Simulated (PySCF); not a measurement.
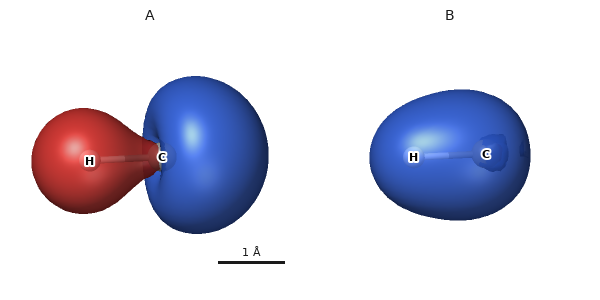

Figure 1: CH (charge −1, triplet). Two frontier β-spin orbitals, each drawn at the value that holds 80 % of its norm (blue and red are the two phases), in no order; of a degenerate pair one member is drawn.

Theory: PBE0/def2-TZVPPD, non-relativistic Hamiltonian with scalar-relativistic core potentials where named, at a bond length of 1.140 Å (PySCF).

> Name the orbitals and rank them from lowest to highest energy.

Orbital B: σ, occupied in this spin, −7.09 eV; shared between the atoms (H 30 %, C 70 %).
Orbital A: σ, occupied in this spin, 0.49 eV; mainly on C (80 %).
